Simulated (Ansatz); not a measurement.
```xyz
14

Si   -1.4475   -0.6343    0.8665
Si    0.5251   -0.4640    2.1357
H    -1.1967   -1.4104   -0.3833
H    -2.4760   -1.3715    1.6639
H    -1.9905    0.7080    0.5225
H     1.4913    1.1018   -0.3958
O     0.6015    1.1282   -0.7702
Si    0.4397    0.6560   -2.3714
H     1.7403   -0.4588    1.2649
H     0.5281    0.7973    2.9353
H     0.6586   -1.6154    3.0786
H    -1.0045    0.7784   -2.6904
H     0.8919   -0.7520   -2.5797
H     1.2387    1.5365   -3.2767
```

Computed with RKS B3LYP-D4/def2-SVP (Ansatz).

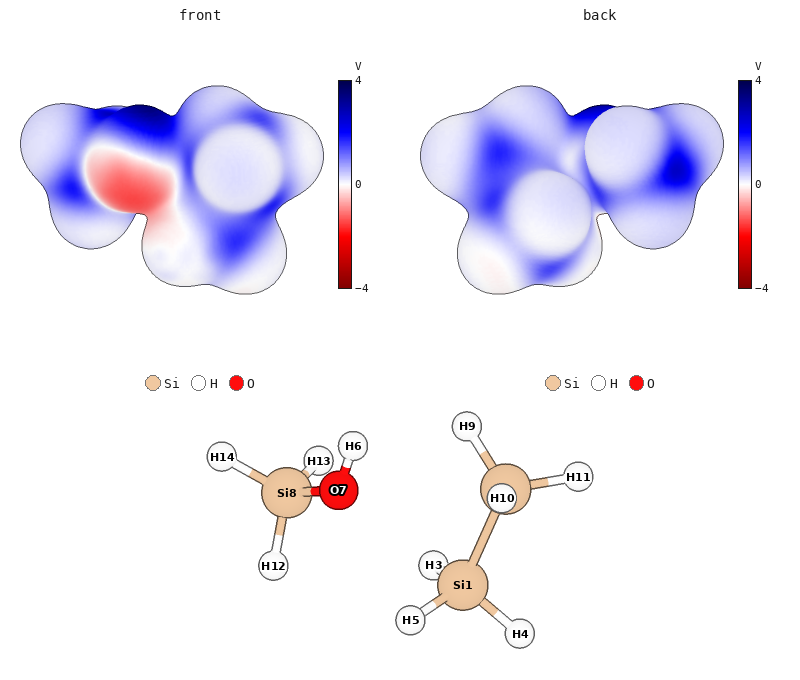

H$_{6}$Si$_{2}$···H$_{4}$OSi. The molecular electrostatic potential painted on the density surface at 0.004 e/bohr³, seen from the front and from behind; the colour scale runs from red (negative) to blue (positive). The bare structure is drawn below in the same view.

Which sites attract a positive test charge, and which a negative one?

A positive charge is drawn to the negative regions and a negative charge to the positive ones. The most negative region (about −1.3 V) lies over O7, the most positive (about +3.3 V) over H6. O7 is the likeliest acceptor of a hydrogen bond.
